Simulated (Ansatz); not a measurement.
# InH (model cell, started as layered BN type): from the cell to its phonons, part 2 of 2

Wanted: phonon frequencies of InH (model cell, started as layered BN type) and what follows from them.

Ansatz 0.2.0; DFT PBE, scalar-relativistic, plane waves, PAW.

So far. Step 4 (Relaxing to small forces for the phonons): The forces vanish by symmetry and the pressure is -0.004 GPa, within the tolerances set. The cell now holds 18.15 Å³/atom. The relaxed cell has a = 3.772, c = 5.891 Å (conventional setting).

The structure was built from a prototype and need not be the compound's stable phase.

## 5. Modes at Γ

The zone centre comes first: it holds the modes that light can see, as far as symmetry allows. No field response is asked, since the mesh shows no gap.

input.yaml

```yaml
crystal:
  lattice:
    - [3.7721968407, 2.531e-06, 0.0]
    - [-1.8861006122, 3.2668170266, 0.0]
    - [0.0, 0.0, 5.8913884265]
  atoms:
    - { symbol: In, position: [0.3333333333, 0.6666666667, 0.25] }
    - { symbol: In, position: [0.6666666667, 0.3333333333, 0.75] }
    - { symbol: H, position: [0.6666666667, 0.3333333333, 0.25] }
    - { symbol: H, position: [0.3333333333, 0.6666666667, 0.75] }
kpoints:
  mp_grid: { grid: [12, 12, 6] }
hamiltonian:
  xc: pbe
scf:
  occupations: { method: methfessel_paxton, width: 0.15 }
output:
  eigenvalues: true
phonons:
  method: dfpt
```

Launch:

```sh
> ansatz run input.yaml --threads 4 --pin off --max-ram 7168MiB --backend cpu --events-out ev --progress --plain --runs-dir out
```

Numbers of over 12 decimals in the logs are rounded to 6 here.

What it wrote:

```text
[...]
Crystal: 4 atoms, lattice volume = 72.600 Å³
Basis set: ecut = 420 eV, 1423 PW (Γ), exchange–correlation on 54×54×80 points (8 copies of the dense FFT grid, shifted against one another)
Bands: 18, of which v1, the nominal top of the filled ones, is band 14 counted from 1 (13 counted from 0)
Symmetry: 24 space group operations
k-points: 242 of 864 (irreducible under 2 space group operations, time reversal used)
[...]
SCF iter   1: F=—  HF=-11225.486927 eV  |F-HF|=—  |Δ(HF+E_count)|=         —  Δρ=2.95e-3  dr2=7.74e-3  ethr=1.77e-3  ⟨swp⟩=5.4  Hψ=20747  notcnv=0
[...]
SCF iter  10: F=-11225.484150 eV  HF=-11225.484150 eV  |F-HF|=5.46e-12  |Δ(HF+E_count)|=  2.36e-11  S|Δr|=    0.00e0  Δρ=4.80e-8  dr2=1.73e-12  ethr=1.00e-12  ⟨swp⟩=4.5  Hψ=21399  notcnv=0
SCF 1 converged in 10 iterations: F = -11225.484150 eV  dr2 = 1.73e-12
[...]
DFPT response loops at Γ: preconditioner auto → Kerker (q_TF=auto, 2.328 Å⁻¹) (partly filled bands, converged f_vac=0.000); β = 1.00, the filter's whole step (`scf.mixing.beta` (0.50) is not read by the response loops under this deck's `scf.mixing.preconditioner`; to damp them name `kerker` or `kerker_dos`, under which they read `scf.mixing.beta`, and type it under 1.00, their step now; both keys bind the ground state too); Broyden in place of MSR1
SCF converged after 10 iterations
[...]
Free energy (F): -11225.484150 eV
[...]
Internal energy: -11225.484217 eV  (E = F + TS)
E sigma→0 (E₀):  -11225.484166 eV
Entropy (-TS):   0.000067 eV (0.017 meV/atom)
Fermi energy:    6.977502 eV
[...]
--- Band table (eV; the first three rows and the last of 242) ---
  k-point 0: bands = [... 10 lower, -2.3091, 0.7474, 4.5043, 9.6575, 9.9906, 12.1925, 12.1925, 14.0152]
  k-point 1: bands = [... 10 lower, -2.1916, 0.3134, 5.1571, 9.7403, 9.8259, 12.3024, 12.3024, 13.9124]
  k-point 2: bands = [... 10 lower, -1.8407, -0.5040, 6.5922, 9.2941, 10.0193, 12.0388, 12.6174, 12.6174]
  k-point 241: bands = [... 10 lower, 1.1743, 1.1743, 4.4571, 4.4571, 7.4482, 7.4482, 10.5941, 10.5941]
--- Phonons (Γ-DFPT): 4 representative perturbations + reference, on 242 of 864 k-points (Σ response iterations 14) ---
  k mesh reduced under 2 symmetry operations, with k and −k counted as one. Each operation leaves every solved perturbation unchanged. A smaller set is not used because it would not reduce the number of displacements times k-points to solve
  ASR residual: 6.733e-6 → 0.000e0 eV/Å²; symmetrization residual: 3.953e-5 eV/Å²
  ASR residual per site (eV/Å²): 2.72e-6 2.72e-6 6.73e-6 6.73e-6
  Γ frequencies (cm⁻¹): -851.15 -206.61 -64.39 -64.39 0.00 0.00 0.00 66.17 424.61 424.61 487.95 487.95
  non-analytic LO–TO correction: not included (Born effective charges unavailable; polar crystals: no LO–TO splitting at Γ)
```

The job ended after 36 s (4 threads of Arm Neoverse V2, shared host; peak memory 1.3 GiB).

Numbers from this step:

| Property | Result |
| --- | --- |
| sum-rule residual before enforcement | 6.73e-6 eV/Å² |
| point group | 6/mmm |
| highest optical mode at the zone centre (no LO-TO term) | 487.9 cm⁻¹ |
| lowest optical zone-centre mode | -851.1 cm⁻¹ |

Patterns of degenerate modes are one choice out of their space. The modes at Γ (shares of kinetic energy by element, %) (negative means imaginary):

```tsv
mode	frequency (cm⁻¹)	symmetry	In %	H %
1	-851.1	B1g	0	100
2	-206.6	A2u	1	99
3	-64.4	E2g	96	4
4	-64.4	E2g	96	4
5	0.0	acoustic	99	1
6	0.0	acoustic	99	1
7	0.0	acoustic	99	1
8	66.2	B1g	100	0
9	424.6	E2g	4	96
10	424.6	E2g	4	96
11	487.9	E1u	1	99
12	487.9	E1u	1	99
```

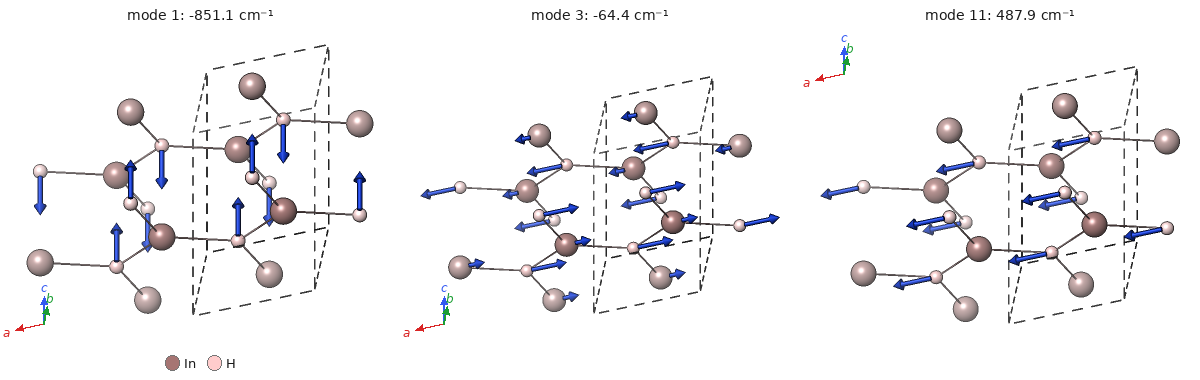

Displacement patterns of modes 1, 3 and 11 at Γ; arrows are exaggerated. 2×1×1 cells are drawn. Some periodic images of atoms are drawn too.

Before it was imposed, the acoustic sum rule was missed by 6.7e-6 eV/Å². Small misses are needed for a sound result but don't prove that mesh and cutoff are converged. The lowest optical mode is imaginary, 851.1i cm⁻¹, so the energy falls along it.

## 6. Response at finite wavevector

The mesh has a single point along some directions, so zone-edge points there are not solved. Linear response on a 2×2×1 q mesh gives force constants as far as a supercell of that size would.

input.yaml: that of step 5 with these lines changed.

```diff
@@ -20 +20,9 @@
   method: dfpt
+  qmesh: [2, 2, 1]
+  temperatures: { t_max: 1000, t_step: 50 }
+  qpath:
+    path:
+      - [[0.0, 0.0, 0.0], [0.5, 0.0, 0.0], [0.33333333, 0.33333333, 0.0], [0.0, 0.0, 0.0], [0.0, 0.0, 0.5], [0.5, 0.0, 0.5], [0.33333333, 0.33333333, 0.5], [0.0, 0.0, 0.5]]
+      - [[0.5, 0.0, 0.5], [0.5, 0.0, 0.0]]
+      - [[0.33333333, 0.33333333, 0.5], [0.33333333, 0.33333333, 0.0]]
+    npoints: 10
```

What it wrote:

```text
[...]
Crystal: 4 atoms, lattice volume = 72.600 Å³
Basis set: ecut = 420 eV, 1423 PW (Γ), exchange–correlation on 54×54×80 points (8 copies of the dense FFT grid, shifted against one another)
Bands: 18, of which v1, the nominal top of the filled ones, is band 14 counted from 1 (13 counted from 0)
Symmetry: 24 space group operations
k-points: 76 of 864
[...]
SCF iter   1: F=—  HF=-11225.486918 eV  |F-HF|=—  |Δ(HF+E_count)|=         —  Δρ=2.94e-3  dr2=7.72e-3  ethr=1.77e-3  ⟨swp⟩=5.5  Hψ=6514  notcnv=0
[...]
SCF iter  10: F=-11225.484150 eV  HF=-11225.484150 eV  |F-HF|=1.82e-12  |Δ(HF+E_count)|=  1.13e-10  S|Δr|=    0.00e0  Δρ=4.86e-8  dr2=1.79e-12  ethr=1.00e-12  ⟨swp⟩=4.7  Hψ=6779  notcnv=0
SCF 1 converged in 10 iterations: F = -11225.484150 eV  dr2 = 1.79e-12
[...]
phonons: the bands overlap, so this run is a metal and interpolates without the dipole-dipole term. If the crystal is really an insulator or semiconductor, its LO-TO splitting is missing
NSCF: frozen V_eff on 76 k-points
[...]
DFPT response loops at q = (0, 0, 0) (fractional): preconditioner auto → Kerker (q_TF=auto, 2.328 Å⁻¹) (partly filled bands, converged f_vac=0.000); β = 1.00, the filter's whole step (`scf.mixing.beta` (0.50) is not read by the response loops under this deck's `scf.mixing.preconditioner`; to damp them name `kerker` or `kerker_dos`, under which they read `scf.mixing.beta`, and type it under 1.00, their step now; both keys bind the ground state too); Broyden in place of MSR1
[...]
SCF converged after 10 iterations
[...]
Free energy (F): -11225.484150 eV
[...]
Internal energy: -11225.484217 eV  (E = F + TS)
E sigma→0 (E₀):  -11225.484166 eV
Entropy (-TS):   0.000067 eV (0.017 meV/atom)
Fermi energy:    6.977502 eV
[...]
--- Band table (eV; the first three rows and the last of 76) ---
  k-point 0: bands = [... 10 lower, -2.3091, 0.7474, 4.5043, 9.6575, 9.9906, 12.1925, 12.1925, 14.0152]
  k-point 1: bands = [... 10 lower, -2.1916, 0.3134, 5.1571, 9.7403, 9.8259, 12.3024, 12.3024, 13.9124]
  k-point 2: bands = [... 10 lower, -1.8407, -0.5040, 6.5922, 9.2941, 10.0193, 12.0388, 12.6174, 12.6174]
  k-point 75: bands = [... 10 lower, 2.1549, 2.1549, 3.4988, 3.4988, 6.5611, 6.5611, 11.0279, 11.0279]
--- Phonons (Γ-DFPT): 4 representative perturbations + reference (Σ response iterations 14) ---
  ASR residual: 7.276e-6 → 0.000e0 eV/Å²; symmetrization residual: 1.522e-6 eV/Å²
  ASR residual per site (eV/Å²): 7.27e-6 7.27e-6 7.28e-6 7.28e-6
[...]
--- Phonons (arbitrary-q DFPT): 2 irreducible q on the 2×2×1 mesh ---
  q = [0.0000, 0.0000, 0.0000] (star 1, of the zone-centre solve; hermiticity 2.15e-6, symmetrization 1.05e-7): -851.15 -206.61 -64.39 -64.39 0.00 0.00 0.00 66.17 424.61 424.61 487.95 487.95
  q = [0.0000, -0.5000, 0.0000] (star 3, 6 solved perturbations in 1528 linear systems a pass and spin channel, the states on 296 of 864 k-point pairs; hermiticity 5.33e-7, symmetrization 1.47e-7): -922.08 -700.01 -280.11 -277.26 -265.80 -67.40 18.22 52.23 89.90 92.33 150.08 251.93
  sum rule: each row above includes the acoustic sum rule's correction from the zone centre's row sums; it moved no ω² by more than (1.40 cm⁻¹)²
  mesh force constants: q→R imaginary residual 1.33e-17; ASR residual 7.276e-6 → 0.000e0 eV/Å²; symmetrization residual 1.332e-15 eV/Å²
  interpolated dispersion: 93 rows × 12 modes
  density of states and harmonic sums: on the 20×20×11 q-mesh, interpolated from the force constants of a 2×2×1 supercell (no non-analytic term)
  largest difference from the sums on the solved wave vectors: F 1.44e-1 eV, S 1.64e-4 and C_V 6.44e-5 eV/K
  zero-point energy: 0.046118 eV/cell   skipped modes (ω ≤ 0): 1583, of them read as no rigid motion or as one in doubt: 1580 (5.997e0 modes/cell left out, lowest -922.08 cm⁻¹)   left out of the sums: 5.00e-1 of the cell's modes: C_V's classical limit lies that fraction below 3 k_B per atom; for a crystal, a wire or a layer, F and S can be off by more, and a phonons.interpolated_qmesh denser along its periods is the remedy for the sampling
```

Run time: 76 s. Hardware: 4 threads; peak memory 1.2 GiB.

This step gave:

- sum-rule residual before enforcement: 7.28e-6 eV/Å²
- lowest mode on the q mesh (acoustic modes at Γ apart): -922.1 cm⁻¹
- highest frequency at a solved wavevector (no LO-TO term at Γ): 487.9 cm⁻¹

Frequencies (cm⁻¹) solved at each irreducible wavevector; negative means imaginary. Frequencies by wavevector, by row:

```tsv
q in reciprocal lattice units	star	mode 1	mode 2	mode 3	mode 4	mode 10	mode 11	mode 12
0 0 0	1	-851.1	-206.6	-64.4	-64.4	424.6	487.9	487.9
0 -0.5 0	3	-922.1	-700	-280.1	-277.3	92.3	150.1	251.9
```

Symmetry leaves 2 wavevectors to solve. The lowest mode among them, the acoustic zeros apart, lies at q = (0, -0.5, 0) and is imaginary, 922.1i cm⁻¹, so the energy falls along it.

## 7. Another isotope, element H, natural mass 1.008 amu

An isotope changes the mass and not the force constants, so no new electronic calculation is needed; the shifts show which modes move this element.

The same force constants with the mass of H changed from 1.008 to 2.014 u (phonopy, no LO-TO term). Both lists are sorted by frequency; levels can cross, so a row need not hold one and the same mode. Modes under 3 cm⁻¹ are left out. Isotope shifts, by row:

```tsv
q	rank	natural mass (cm⁻¹)	changed mass (cm⁻¹)
0 0 0	1	-851.1	-603.2
0 0 0	2	-206.6	-146.8
0 0 0	3	-64.39	-63.16
0 0 0	4	-64.39	-63.16
0 0 0	8	66.17	66.05
0 0 0	9	424.6	306.2
0 0 0	10	424.6	306.2
0 0 0	11	487.9	346.7
0 0 0	12	487.9	346.7
0 -0.5 0	1	-922.1	-652.9
0 -0.5 0	2	-700	-495.3
0 -0.5 0	3	-280.1	-212.7
0 -0.5 0	4	-277.3	-197.1
0 -0.5 0	5	-265.8	-188.1
0 -0.5 0	6	-67.4	-63.86
0 -0.5 0	7	18.22	18.22
0 -0.5 0	8	52.23	51.99
0 -0.5 0	9	89.9	89.88
0 -0.5 0	10	92.33	92.26
0 -0.5 0	11	150.1	139.8
0 -0.5 0	12	251.9	188.1
```

A mode of this element alone would shift by -29.26 %. The highest zone-centre frequency without the field goes from 487.9 to 346.7 cm⁻¹ (-28.9 %).

## 8. Another isotope, element In, natural mass 114.818 amu

The same for In, from 114.82 to 112.90 u.

A mode of this element alone would shift by +0.84 %. The highest zone-centre frequency without the field goes from 487.9 to 488.0 cm⁻¹ (+0.0 %).

## 9. Summary of results

```json
{
  "space group after relaxation (within 0.01 Å)": "P6_3/mmc",
  "volume per atom": "18.2 Å³",
  "electronic character": "no gap on this mesh",
  "highest optical mode at the zone centre (no LO-TO term)": "488 cm⁻¹",
  "lowest optical zone-centre mode": "-851 cm⁻¹",
  "lowest mode on the q mesh (acoustic modes at Γ apart)": "-922 cm⁻¹",
  "imaginary modes on the 2×2×1 q mesh": "yes"
}
```

**Reading.** Modes are clearly imaginary (beyond 10i cm⁻¹) at 2 of the 2 irreducible wavevectors, most at q = (0, -0.5, 0) (922.1i cm⁻¹), so this structure is not a minimum of the energy. The optical modes at Γ span -851 to 488 cm⁻¹ (negative means imaginary). The highest mode in this list at Γ, 487.9 cm⁻¹, is mostly motion of H (99 % of the kinetic energy). The q mesh is too sparse to interpolate, so only the solved wavevectors are given. With no gap, or one that is small against the smearing, the frequencies hang on the k mesh and the smearing, most of all near Kohn anomalies. The starting cell was built on a prototype and not taken from a measurement, so the phase need not exist. These are harmonic frequencies at zero temperature: anharmonic shifts, linewidths and thermal expansion are left out.

[Logs are printed without paths, hosts, clocks, repeated set-up lines and the standing remarks that a program may print on its own settings, such as how far it seeks lower states.]

[Hosts, paths, dates, database ids (printed as entryN), source tags and the programs' standing remarks are cut or masked in the printed files.]
